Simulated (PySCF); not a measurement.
# CuP: from the state search to spectroscopic constants, part 2 of 2

PySCF 2.14.0; Cu def2-TZVPP, P def2-TZVPP; no relativity. The steps go on from the part before.

### 10 r²SCAN0 (hybrid meta-GGA)

Log of the SCF at 2.162 Å:

```text
[... 13 set-up lines left out, the same as in an earlier log ...]
max_memory 4200 MB (current use 912 MB)
[... 3 set-up lines left out, the same as in an earlier log ...]
XC functionals = HYB_MGGA_XC_R2SCAN0
    M. Bursch, H. Neugebauer, S. Ehlert, and S. Grimme.,  J. Chem. Phys. 156, 134105 (2022)
[... 2 set-up lines left out, the same as in an earlier log ...]
init E= -1981.73071771438
cycle= 1 E= -1981.730626346  delta_E= 9.14e-05  |g|= 0.08  |ddm|= 0.0602
cycle= 2 E= -1981.72157294262  delta_E= 0.00905  |g|= 0.248  |ddm|= 0.097
cycle= 3 E= -1981.73170210506  delta_E= -0.0101  |g|= 0.00382  |ddm|= 0.0723
cycle= 4 E= -1981.73170841102  delta_E= -6.31e-06  |g|= 0.00227  |ddm|= 0.00668
cycle= 5 E= -1981.73171182164  delta_E= -3.41e-06  |g|= 0.000839  |ddm|= 0.00318
cycle= 6 E= -1981.73171269419  delta_E= -8.73e-07  |g|= 0.000209  |ddm|= 0.00198
cycle= 7 E= -1981.73171292548  delta_E= -2.31e-07  |g|= 0.000116  |ddm|= 0.00112
cycle= 8 E= -1981.73171301935  delta_E= -9.39e-08  |g|= 6.75e-05  |ddm|= 0.000954
cycle= 9 E= -1981.73171303714  delta_E= -1.78e-08  |g|= 1.81e-05  |ddm|= 0.000531
cycle= 10 E= -1981.73171303798  delta_E= -8.41e-10  |g|= 6.19e-06  |ddm|= 9.68e-05
Extra cycle  E= -1981.73171303802  delta_E= -3.55e-11  |g|= 1.08e-05  |ddm|= 1.46e-05
converged SCF energy = -1981.73171303802  <S^2> = 2.0150212  2S+1 = 3.0099975
```

Re = 2.143 Å, ωe = 363 cm⁻¹, ωexe = 1.49 cm⁻¹, αe = 0.00109 cm⁻¹, Be = 0.1768 cm⁻¹, De = 2.02 eV, μ = -3.36 D.

### 11 PW91 (GGA)

Log of the SCF at 2.162 Å:

```text
[... 17 set-up lines left out, the same as in an earlier log ...]
XC functionals = PW91,PW91
    J. P. Perdew. In P. Ziesche and H. Eschrig, editors, Proceedings of the 75. WE-Heraeus-Seminar and 21st Annual International Symposium on Electronic Structure of Solids, 11. Berlin, 1991. Akademie Verlag.
    J. P. Perdew, J. A. Chevary, S. H. Vosko, K. A. Jackson, M. R. Pederson, D. J. Singh, and C. Fiolhais.,  Phys. Rev. B 46, 6671 (1992)
    J. P. Perdew, J. A. Chevary, S. H. Vosko, K. A. Jackson, M. R. Pederson, D. J. Singh, and C. Fiolhais.,  Phys. Rev. B 48, 4978 (1993)
    J. P. Perdew. In P. Ziesche and H. Eschrig, editors, Proceedings of the 75. WE-Heraeus-Seminar and 21st Annual International Symposium on Electronic Structure of Solids, 11. Berlin, 1991. Akademie Verlag.
    J. P. Perdew, J. A. Chevary, S. H. Vosko, K. A. Jackson, M. R. Pederson, D. J. Singh, and C. Fiolhais.,  Phys. Rev. B 46, 6671 (1992)
    J. P. Perdew, J. A. Chevary, S. H. Vosko, K. A. Jackson, M. R. Pederson, D. J. Singh, and C. Fiolhais.,  Phys. Rev. B 48, 4978 (1993)
[... 2 set-up lines left out, the same as in an earlier log ...]
init E= -1981.97888411604
cycle= 1 E= -1981.95634016509  delta_E= 0.0225  |g|= 0.384  |ddm|= 0.264
cycle= 2 E= -1981.63695648328  delta_E= 0.319  |g|=  1.4  |ddm|= 0.631
cycle= 3 E= -1981.98090125849  delta_E= -0.344  |g|= 0.118  |ddm|= 0.518
cycle= 4 E= -1981.98011337052  delta_E= 0.000788  |g|= 0.0827  |ddm|= 0.158
cycle= 5 E= -1981.9843669386  delta_E= -0.00425  |g|= 0.0229  |ddm|= 0.115
cycle= 6 E= -1981.98452944572  delta_E= -0.000163  |g|= 0.00124  |ddm|= 0.0174
cycle= 7 E= -1981.98453094607  delta_E= -1.5e-06  |g|= 0.000138  |ddm|= 0.00196
cycle= 8 E= -1981.98453095164  delta_E= -5.57e-09  |g|= 0.000106  |ddm|= 0.000148
cycle= 9 E= -1981.9845309566  delta_E= -4.96e-09  |g|= 1.91e-05  |ddm|= 0.00012
cycle= 10 E= -1981.9845309568  delta_E= -2.02e-10  |g|= 3.23e-06  |ddm|= 3.56e-05
Extra cycle  E= -1981.98453095679  delta_E= 1.09e-11  |g|= 9.94e-06  |ddm|= 1.51e-05
converged SCF energy = -1981.98453095679  <S^2> = 2.0098522  2S+1 = 3.006561
```

Re = 2.128 Å, ωe = 375 cm⁻¹, ωexe = 1.61 cm⁻¹, αe = 0.00111 cm⁻¹, Be = 0.1794 cm⁻¹, De = 2.46 eV, μ = -2.38 D. 19 s of CPU time for 12 points, integrals apart.

### 12 ωB97X

Output of the SCF at 2.162 Å:

```text
[... 17 set-up lines left out, the same as in an earlier log ...]
XC functionals = WB97X
    J.-D. Chai and M. Head-Gordon.,  J. Chem. Phys. 128, 084106 (2008)
[... 2 set-up lines left out, the same as in an earlier log ...]
init E= -1981.85226282218
cycle= 1 E= -1981.85384827171  delta_E= -0.00159  |g|= 0.0324  |ddm|= 0.102
cycle= 2 E= -1981.85327811091  delta_E= 0.00057  |g|= 0.079  |ddm|= 0.0419
cycle= 3 E= -1981.85422821766  delta_E= -0.00095  |g|= 0.00497  |ddm|= 0.0195
cycle= 4 E= -1981.85426126515  delta_E= -3.3e-05  |g|= 0.00249  |ddm|= 0.0116
cycle= 5 E= -1981.85427187261  delta_E= -1.06e-05  |g|= 0.000722  |ddm|= 0.00614
cycle= 6 E= -1981.85427392893  delta_E= -2.06e-06  |g|= 0.00059  |ddm|= 0.00247
cycle= 7 E= -1981.85427443549  delta_E= -5.07e-07  |g|= 0.000114  |ddm|= 0.00164
cycle= 8 E= -1981.85427445632  delta_E= -2.08e-08  |g|= 3.42e-05  |ddm|= 0.000284
cycle= 9 E= -1981.85427446086  delta_E= -4.54e-09  |g|= 1.85e-05  |ddm|= 0.000129
cycle= 10 E= -1981.85427446252  delta_E= -1.66e-09  |g|= 1e-05  |ddm|= 8.59e-05
cycle= 11 E= -1981.85427446317  delta_E= -6.48e-10  |g|= 4.8e-06  |ddm|= 6.9e-05
Extra cycle  E= -1981.85427446324  delta_E= -7.32e-11  |g|= 5.4e-06  |ddm|= 1.51e-05
converged SCF energy = -1981.85427446324  <S^2> = 2.0142732  2S+1 = 3.0095004
```

Re = 2.154 Å, ωe = 367 cm⁻¹, ωexe = 1.27 cm⁻¹, αe = 0.000966 cm⁻¹, Be = 0.1750 cm⁻¹, De = 2.25 eV, μ = -3.51 D. 80 s of CPU time for 12 points, integrals apart.

### 13 UHF

Output of the SCF at 2.162 Å:

```text
******** <class 'pyscf.scf.uhf_symm.SymAdaptedUHF'> ********
method = SymAdaptedUHF
[... 11 set-up lines left out, the same as in an earlier log ...]
max_memory 4200 MB (current use 1043 MB)
[... 1 set-up line left out, the same as in an earlier log ...]
Overwritten attributes  get_hcore get_k get_j get_occ get_jk  of <class 'pyscf.scf.uhf_symm.SymAdaptedUHF'>
<class 'pyscf.scf.uhf_symm.SymAdaptedUHF'> does not have attributes  refdm
[... 1 set-up line left out, the same as in an earlier log ...]
init E= -1979.61695024106
cycle= 1 E= -1979.64071839475  delta_E= -0.0238  |g|= 0.208  |ddm|= 0.241
cycle= 2 E= -1979.63679283941  delta_E= 0.00393  |g|= 0.286  |ddm|= 0.193
cycle= 3 E= -1979.64903743693  delta_E= -0.0122  |g|= 0.0234  |ddm|= 0.072
cycle= 4 E= -1979.64961762777  delta_E= -0.00058  |g|= 0.00668  |ddm|= 0.0513
cycle= 5 E= -1979.64973574247  delta_E= -0.000118  |g|= 0.00243  |ddm|= 0.021
cycle= 6 E= -1979.6497518155  delta_E= -1.61e-05  |g|= 0.000878  |ddm|= 0.00762
cycle= 7 E= -1979.64975404371  delta_E= -2.23e-06  |g|= 0.000508  |ddm|= 0.00249
cycle= 8 E= -1979.64975504784  delta_E= -1e-06  |g|= 0.000298  |ddm|= 0.00185
cycle= 9 E= -1979.64975567944  delta_E= -6.32e-07  |g|= 0.000181  |ddm|= 0.00175
cycle= 10 E= -1979.64975593731  delta_E= -2.58e-07  |g|= 0.000106  |ddm|= 0.00116
cycle= 11 E= -1979.6497560413  delta_E= -1.04e-07  |g|= 5.88e-05  |ddm|= 0.000853
cycle= 12 E= -1979.64975607036  delta_E= -2.91e-08  |g|= 2.64e-05  |ddm|= 0.000579
cycle= 13 E= -1979.6497560734  delta_E= -3.04e-09  |g|= 9.5e-06  |ddm|= 0.000192
cycle= 14 E= -1979.64975607365  delta_E= -2.51e-10  |g|= 3.53e-06  |ddm|= 4.07e-05
Extra cycle  E= -1979.64975607367  delta_E= -2.5e-11  |g|= 2.46e-06  |ddm|= 6e-06
converged SCF energy = -1979.64975607367  <S^2> = 2.0240664  2S+1 = 3.0160016
```

No constants are quoted: fits of two degrees disagree.

### 14 MP2 and coupled cluster

Reference: UHF; core orbitals frozen: 10.

Output of the coupled-cluster run at 2.162 Å:

```text
******** <class 'pyscf.cc.uccsd.UCCSD'> ********
CC2 = 0
CCSD nocc = (np.int64(13), np.int64(11)), nmo = (96, 96)
frozen orbitals [[0, 1, 2, 3, 4, 5, 6, 7, 8, 9], [0, 1, 2, 3, 4, 5, 6, 7, 8, 9]]
max_cycle = 80
direct = 0
conv_tol = 1e-07
conv_tol_normt = 1e-05
diis_space = 8
diis_start_cycle = 0
diis_start_energy_diff = 1e+09
max_memory 4200 MB (current use 1404 MB)
Init t2, MP2 energy = -0.963033935195601
Init E_corr(UCCSD) = -0.963033935201955
cycle = 1  E_corr(UCCSD) = -0.79350477720026  dE = 0.169529158  norm(t1,t2) = 0.238453
cycle = 2  E_corr(UCCSD) = -0.898265508357815  dE = -0.104760731  norm(t1,t2) = 0.185239
cycle = 3  E_corr(UCCSD) = -0.868834944779032  dE = 0.0294305636  norm(t1,t2) = 0.192527
cycle = 4  E_corr(UCCSD) = -0.863484850144838  dE = 0.00535009463  norm(t1,t2) = 0.0304607
cycle = 5  E_corr(UCCSD) = -0.864370056390743  dE = -0.000885206246  norm(t1,t2) = 0.0198026
cycle = 6  E_corr(UCCSD) = -0.866855161041409  dE = -0.00248510465  norm(t1,t2) = 0.00846953
cycle = 7  E_corr(UCCSD) = -0.867057211835038  dE = -0.000202050794  norm(t1,t2) = 0.00655774
cycle = 8  E_corr(UCCSD) = -0.866317215791886  dE = 0.000739996043  norm(t1,t2) = 0.00452946
cycle = 9  E_corr(UCCSD) = -0.866231430354624  dE = 8.57854373e-05  norm(t1,t2) = 0.00186667
cycle = 10  E_corr(UCCSD) = -0.866430485143107  dE = -0.000199054788  norm(t1,t2) = 0.000884058
cycle = 11  E_corr(UCCSD) = -0.866424803139455  dE = 5.68200365e-06  norm(t1,t2) = 0.000474302
cycle = 12  E_corr(UCCSD) = -0.866428961516452  dE = -4.158377e-06  norm(t1,t2) = 0.000260872
cycle = 13  E_corr(UCCSD) = -0.866428060647373  dE = 9.00869079e-07  norm(t1,t2) = 0.000183358
cycle = 14  E_corr(UCCSD) = -0.866426815081597  dE = 1.24556578e-06  norm(t1,t2) = 8.59202e-05
cycle = 15  E_corr(UCCSD) = -0.866426558321218  dE = 2.56760379e-07  norm(t1,t2) = 6.56341e-05
cycle = 16  E_corr(UCCSD) = -0.866428353241389  dE = -1.79492017e-06  norm(t1,t2) = 3.25959e-05
cycle = 17  E_corr(UCCSD) = -0.866427956108306  dE = 3.97133083e-07  norm(t1,t2) = 2.18641e-05
cycle = 18  E_corr(UCCSD) = -0.866428214718885  dE = -2.58610579e-07  norm(t1,t2) = 1.15669e-05
cycle = 19  E_corr(UCCSD) = -0.866427899665056  dE = 3.15053829e-07  norm(t1,t2) = 7.62563e-06
cycle = 20  E_corr(UCCSD) = -0.866428280001632  dE = -3.80336576e-07  norm(t1,t2) = 5.27597e-06
cycle = 21  E_corr(UCCSD) = -0.86642797795595  dE = 3.02045682e-07  norm(t1,t2) = 3.72706e-06
cycle = 22  E_corr(UCCSD) = -0.866428153496778  dE = -1.75540829e-07  norm(t1,t2) = 2.34368e-06
cycle = 23  E_corr(UCCSD) = -0.866428199472933  dE = -4.59761541e-08  norm(t1,t2) = 1.49755e-06
UCCSD converged
E(UCCSD) = -1980.516184273145  E_corr = -0.8664281994729326
UCCSD(T) correction = -0.0311181012148921
```

Correlation energy (eV) along the bond:

| R (Å) | MP2 | SCS-MP2 | CCSD | CCSD(T) | T1 |
| --- | --- | --- | --- | --- | --- |
| 1.859 | -26.904 | -24.412 | n/a | n/a | n/a |
| 1.946 | -26.676 | -24.225 | -23.870 | -24.782 | 0.034 |
| 2.032 | -26.468 | -24.056 | -23.740 | -24.623 | 0.034 |
| 2.097 | -26.330 | -23.943 | -23.653 | -24.518 | 0.033 |
| 2.162 | -26.205 | -23.842 | -23.577 | -24.423 | 0.032 |
| 2.227 | -26.095 | -23.753 | -23.509 | -24.341 | 0.032 |
| 2.313 | -25.967 | -23.650 | -23.432 | -24.246 | 0.031 |
| 2.421 | -25.834 | -23.540 | -23.352 | -24.150 | 0.030 |
| 2.551 | -25.693 | -23.412 | -23.268 | -24.050 | 0.030 |
| 2.724 | -25.483 | -23.191 | n/a | n/a | n/a |

UHF-MP2: Re = 2.127 Å, ωe = 364 cm⁻¹, ωexe = 1.40 cm⁻¹, αe = 0.00110 cm⁻¹, Be = 0.1795 cm⁻¹, De = 1.82 eV.

UHF-SCS-MP2: Re = 2.164 Å, ωe = 346 cm⁻¹, ωexe = 1.15 cm⁻¹, αe = 0.00102 cm⁻¹, Be = 0.1734 cm⁻¹, De = 1.75 eV.

UHF-CCSD: Re = 2.203 Å, ωe = 330 cm⁻¹, ωexe = 1.27 cm⁻¹, αe = 0.000989 cm⁻¹, Be = 0.1673 cm⁻¹, De = 1.60 eV.

UHF-CCSD(T): Re = 2.175 Å, ωe = 339 cm⁻¹, ωexe = 1.35 cm⁻¹, αe = 0.00108 cm⁻¹, Be = 0.1716 cm⁻¹, De = 1.78 eV.

### 15 The curves together

Energy (eV) from each level's lowest point:

| R (Å) | UHF | UHF-MP2 | UHF-SCS-MP2 | UHF-CCSD | UHF-CCSD(T) | PBE | PW91 | BP86 | r²SCAN | PBE0 | r²SCAN0 | ωB97X | B2PLYP |
| --- | --- | --- | --- | --- | --- | --- | --- | --- | --- | --- | --- | --- | --- |
| 1.859 | 1.356 | 0.549 | 0.677 | n/a | n/a | 0.596 | 0.586 | 0.586 | 0.540 | 0.676 | 0.627 | 0.694 | 0.636 |
| 1.946 | 0.793 | 0.215 | 0.302 | 0.396 | 0.326 | 0.236 | 0.230 | 0.230 | 0.201 | 0.295 | 0.262 | 0.302 | 0.269 |
| 2.032 | 0.419 | 0.048 | 0.096 | 0.152 | 0.110 | 0.054 | 0.051 | 0.051 | 0.039 | 0.089 | 0.071 | 0.091 | 0.076 |
| 2.097 | 0.233 | 0.000 | 0.023 | 0.052 | 0.029 | 0.001 | 0.000 | 0.000 | 0.000 | 0.018 | 0.010 | 0.018 | 0.012 |
| 2.162 | 0.109 | 0.001 | 0.000 | 0.005 | 0.000 | 0.000 | 0.001 | 0.001 | 0.012 | 0.000 | 0.000 | 0.000 | 0.000 |
| 2.227 | 0.036 | 0.039 | 0.016 | 0.000 | 0.010 | 0.039 | 0.041 | 0.041 | 0.062 | 0.022 | 0.030 | 0.024 | 0.026 |
| 2.313 | 0.000 | 0.130 | 0.084 | 0.041 | 0.068 | 0.133 | 0.137 | 0.137 | 0.171 | 0.096 | 0.113 | 0.105 | 0.105 |
| 2.421 | 0.026 | 0.290 | 0.219 | 0.147 | 0.191 | 0.297 | 0.302 | 0.302 | 0.350 | 0.237 | 0.265 | 0.260 | 0.251 |
| 2.551 | 0.118 | 0.522 | 0.439 | 0.322 | 0.382 | 0.529 | 0.536 | 0.535 | 0.598 | 0.448 | 0.486 | 0.493 | 0.466 |
| 2.724 | 0.254 | 0.869 | 0.797 | n/a | n/a | 0.855 | 0.864 | 0.862 | 0.940 | 0.755 | 0.799 | 0.832 | 0.784 |

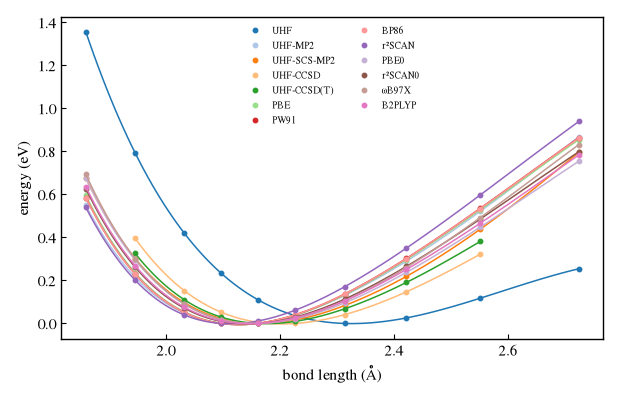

Curves of the followed state at each level, each from its own lowest point. Far from equilibrium a single determinant need not separate into the right atoms, and MP2 on it can jump.

The whole job (state search and all levels along the bond) took 39 min on 2 threads of Arm Neoverse V1 (shared host), peak memory 5.4 GiB.

### 16 Results

This closing draws on all 2 parts.

Lowest PBE0 solution found, without spin–orbit coupling: ³Σ⁻ (triplet), unpaired electrons π ↑↑. State 2 has its PBE0 minimum 0.30 eV higher, as a spin-mixed determinant (⟨S²⟩ = 1.01), so this is no gap between pure states. State 3 has its PBE0 minimum 1.34 eV higher. State 4 has its PBE0 minimum 2.08 eV higher. The other levels ran on the lowest alone.

| level | Re (Å) | ωe (cm⁻¹) | De (eV) | μ (D) |
| --- | --- | --- | --- | --- |
| UHF-MP2 | 2.127 | 364 | 1.82 | n/a |
| UHF-SCS-MP2 | 2.164 | 346 | 1.75 | n/a |
| UHF-CCSD | 2.203 | 330 | 1.60 | n/a |
| UHF-CCSD(T) | 2.175 | 339 | 1.78 | n/a |
| PBE | 2.130 | 374 | 2.44 | -2.42 |
| PW91 | 2.128 | 375 | 2.46 | -2.38 |
| BP86 | 2.128 | 375 | 2.46 | -2.35 |
| r²SCAN | 2.112 | 385 | 2.36 | -2.85 |
| PBE0 | 2.156 | 356 | 2.07 | -3.11 |
| r²SCAN0 | 2.143 | 363 | 2.02 | -3.36 |
| ωB97X | 2.154 | 367 | 2.25 | -3.51 |
| B2PLYP | 2.147 | 357 | 2.02 | -3.59 |

De is counted to Cu + P in their ground configurations. A positive dipole means Cu(−)P(+). No constants: UHF (fits of two degrees disagree).

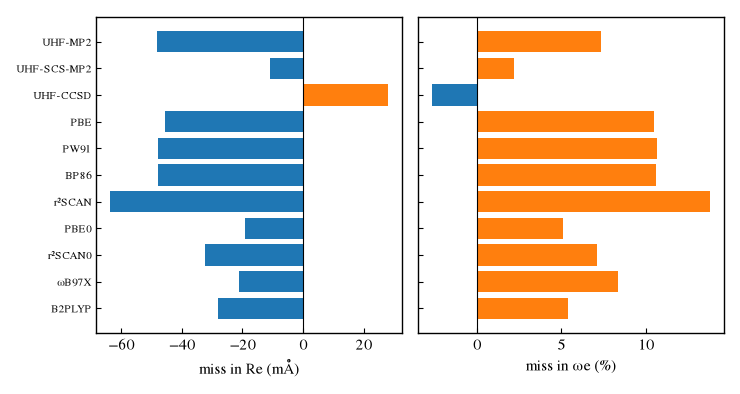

Differences in bond length and wavenumber from CCSD(T) in the same basis.

Time per point (s) on 2 threads of Arm Neoverse V1, shared host (CPU time, shared integrals of 0.85 s apart; correlated levels include their reference; CCSD comes with the CCSD(T) run); the times are rough: UHF-MP2 5.1, UHF-SCS-MP2 5.1, PBE 2.5, PW91 1.6, BP86 1.6, r²SCAN 3.7, PBE0 5.4, r²SCAN0 5.8, ωB97X 6.7, B2PLYP 5.5; the reference 470.

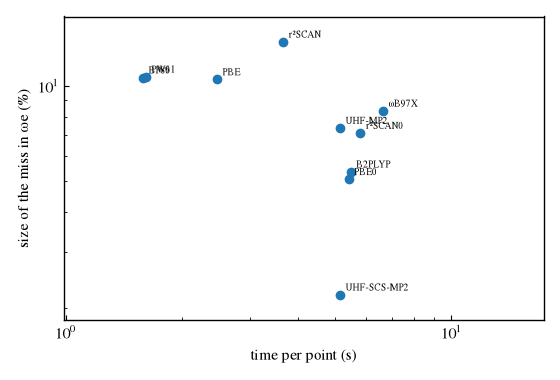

Miss in the wavenumber against time per point.

What this shows: Against CCSD(T) in the same basis, the bond length is nearest at UHF-SCS-MP2 (-11 mÅ) and farthest at r²SCAN (-64 mÅ); the wavenumber is nearest at UHF-SCS-MP2 (+2.2 %) and farthest at r²SCAN (+13.8 %). Among the levels with a De in the table, it runs from 1.60 eV (UHF-CCSD) to 2.46 eV (BP86).

Correlated steps freeze 10 core orbitals. B2PLYP dipoles, levels and charges come from its SCF part alone. With d or f electrons several states lie close, and the lowest PBE0 determinant need not be the measured ground state.
